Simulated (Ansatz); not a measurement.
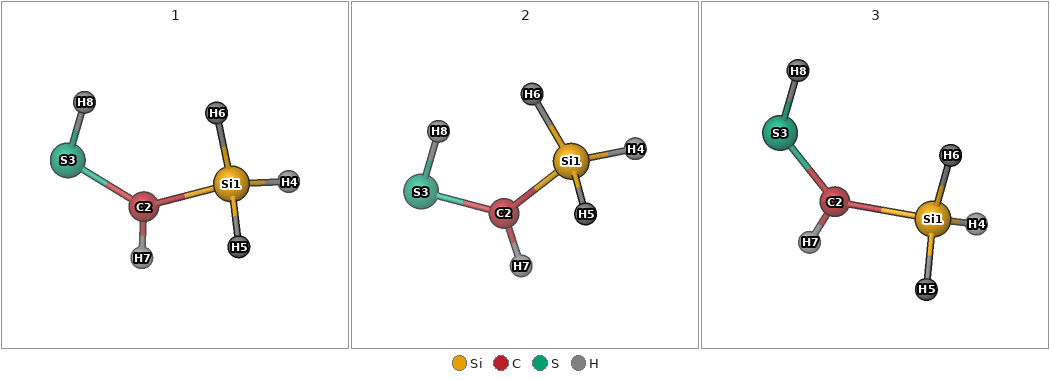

CH₅SSi, SMILES [SiH3]C=[SH+], charge +1. First axis: bond length S3–H8. Second axis: angle C2–S3–H8. Nothing is relaxed (all other coordinates rigid). The grid has 11 × 11 points. Points are written as (first, second). Energies are in kJ/mol, from the lowest grid point. Level of theory: Ansatz 0.2.0, RKS B3LYP-D4/def2-TZVP.

The numbered pictures are structures from this grid.

### Rank them by energy, lowest first.

1, at (1.345 Å, 99.6°): 0 kJ/mol; 2, at (1.395 Å, 79.6°): 44 kJ/mol; 3, at (1.446 Å, 124.6°): 60 kJ/mol.

The map, with the structures marked:

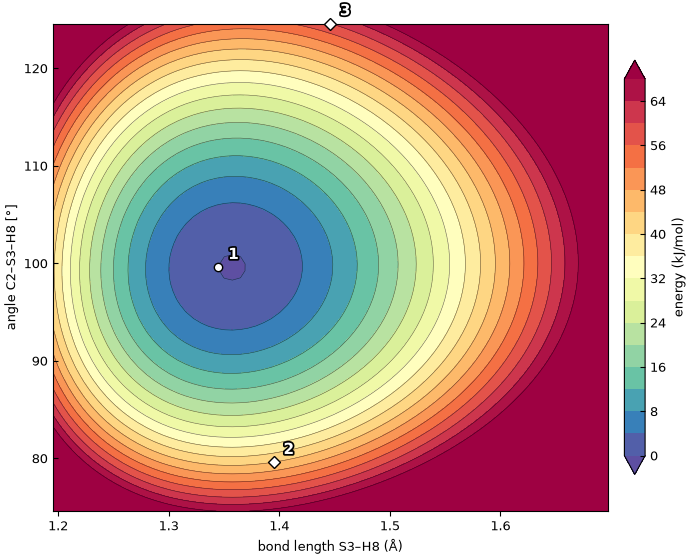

In the figure: filled contours, one colour for all values above the top of the scale. Between grid points the surface is interpolated.
